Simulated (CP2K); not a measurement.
Consider 3-carboxypyridine at its PBE geometry (Å).

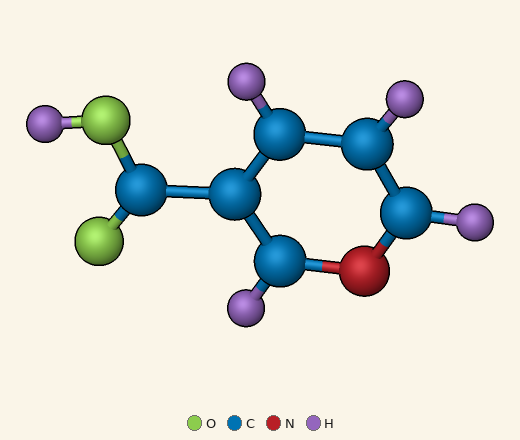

The molecule (oxygen green, carbon blue, nitrogen red, hydrogen purple).

```xyz
14

O     2.6564   -1.1283   -0.4029
C     1.9547   -0.1700   -0.1126
O     2.4854    1.0562    0.2086
C     0.4700   -0.1728   -0.0604
C    -0.2825    0.9680    0.2501
C    -1.6710    0.8619    0.2689
C    -2.2519   -0.3762   -0.0203
N    -1.5469   -1.4838   -0.3192
C    -0.2116   -1.3697   -0.3362
H     3.4557    0.9417    0.1429
H     0.2156    1.9102    0.4698
H    -2.2971    1.7216    0.5040
H    -3.3384   -0.4923   -0.0136
H     0.3617   -2.2665   -0.5790
```

Method: CP2K XAS_TDP, all-electron GAPW, PBEh(45%), aug-cc-pVDZ, TDA, GW2X-corrected core level, no relativity.

Q: Where do the C K-edge lines lie, and how strong are they?

Leading lines: C2 289.96 eV, C4 286.91 eV, C5 286.78 eV, C6 287.32 eV, C7 287.16 eV and C9 287.23 eV. The leading line of an atom is its first one with 35 % of the strongest within 2.5 eV of its lowest line over the strength cut. Core ionisation energies at this level: C6 292.62, C9 293.41, C5 293.11, C7 293.36, C2 296.86 and C4 292.60 eV.

The first six lines of each atom with a strength over 0.0015:

```
                     atom  energy (eV)  states  strength, one atom  above the computed threshold
 C2 (bonded to C and 2 O)       289.96       1              0.0661                              
                                294.15       1              0.0017                              
                                294.72       1              0.0125                              
                                294.81       1              0.0033                              
                                296.44       1              0.0044                              
                                296.83       1              0.0077                              
       C4 (bonded to 3 C)       286.91       1              0.0332                              
                                290.47       1              0.0191                              
                                290.90       1              0.0028                              
                                292.33       1              0.0035                              
                                293.19       1              0.0040                           yes
                                293.35       2              0.0102                           yes
 C5 (bonded to 2 C and H)       286.78       1              0.0543                              
                                291.04       1              0.0095                              
                                292.16       2              0.0056                              
                                292.92       1              0.0022                              
                                293.63       1              0.0062                           yes
                                293.82       1              0.0020                           yes
 C6 (bonded to 2 C and H)       287.32       1              0.0492                              
                                290.38       1              0.0120                              
                                291.55       1              0.0017                              
                                291.61       1              0.0073                              
                                291.73       1              0.0017                              
                                292.09       2              0.0020                              
C7 (bonded to C, N and H)       287.16       1              0.0544                              
                                291.30       1              0.0118                              
                                292.30       1              0.0032                              
                                292.31       1              0.0075                              
                                292.91       1              0.0018                              
                                293.25       1              0.0019                              
C9 (bonded to C, N and H)       287.23       1              0.0570                              
                                291.79       1              0.0066                              
                                292.44       1              0.0068                              
                                293.00       1              0.0025                              
                                293.03       1              0.0017                              
                                294.22       1              0.0026                           yes
```

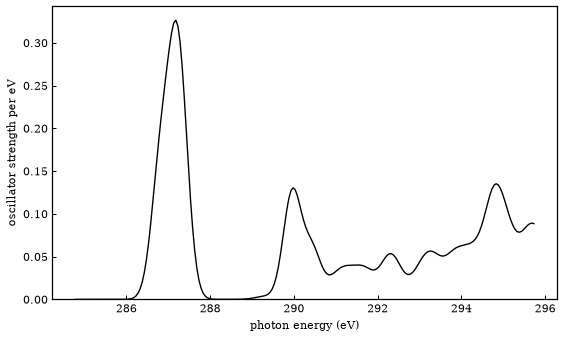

All atoms added, broadened by 0.5 eV.

Lines are vertical, at one geometry, with no vibrational structure. GW2X ionisation energies and lines can be off by 1 to 2 eV either way, and a good line position may hide errors that cancel. These values hold no scalar relativity, about 0.1 eV for C 1s. Rydberg lines, and the discretised continuum above threshold, depend on the basis and the box.

[Banner, clock and machine lines of the logs are left out without a mark of their own.]

[Logs are printed without paths, hosts, clocks, repeated set-up lines and the standing remarks that a program may print on its own settings, such as how far it seeks lower states.]

[Hosts, paths, dates, database ids (printed as entryN), source tags and the programs' standing remarks are cut or masked in the printed files.]
